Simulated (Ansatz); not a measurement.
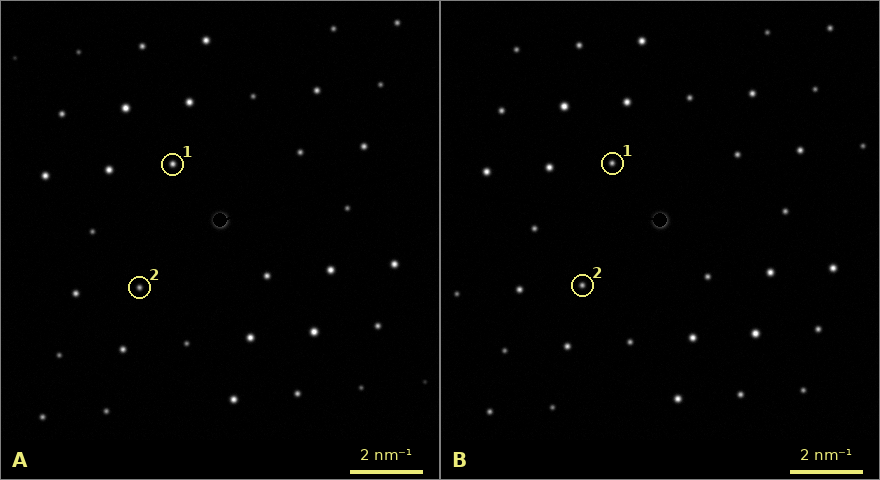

Kinematic electron diffraction patterns (120 kV, B = 0.5 Å², same scale) along [001] of the run's own cell, for the start and the end of one relaxation of Ge3As2 with Ansatz 0.2.0, DFT PBE, scalar-relativistic, plane waves, PAW. k mesh 6×6×6. The start is a generated model structure, and the relaxation ends in the nearest stationary point of its symmetry, not necessarily the ground state. Spot 1 is -1 -1 0 and spot 2 is 1 -1 0 in both.

Start structure:

```
CELL_PARAMETERS angstrom
3.42612 1.97807 5.86851
-3.42612 1.97807 5.86851
0.00000 -3.95615 5.86851
ATOMIC_POSITIONS crystal
Ge 0.51492 0.98508 0.25000
Ge 0.25000 0.51492 0.98508
Ge 0.98508 0.25000 0.51492
Ge 0.48508 0.01492 0.75000
Ge 0.75000 0.48508 0.01492
Ge 0.01492 0.75000 0.48508
As 0.36428 0.36428 0.36428
As 0.13572 0.13572 0.13572
As 0.63572 0.63572 0.63572
As 0.86428 0.86428 0.86428
```

Question: Which pattern belongs to the start structure, and which to the relaxed one?

Answer: A is the start: its cell gives d(1) = 4.921 Å, d(2) = 3.426 Å and an angle of 90.0°. B is the relaxed structure, with d(1) = 4.849 Å (-1.5 %), d(2) = 3.547 Å (+3.5 %) and 90.0°.

Question: Name reflections whose intensity changes strongly on relaxation.

Answer: 0 2 0 goes from 6.5 to 15 % of the strongest spot; 1 1 0 goes from 33 to 18 % of the strongest spot.

Question: Summarise the relaxation behind the change.

Answer: The volume changed by -3.9 % to 22.94 Å³ an atom; with the mean shift removed, the atoms moved by up to 0.19 Å relative to the cell (As most); the space group stayed R-3c (No. 167); the free energy fell by 12 meV an atom. Relaxed cell: a = 6.670 Å, b = 6.670 Å, c = 6.670 Å, α = 64.25°, β = 64.25°, γ = 64.25°.
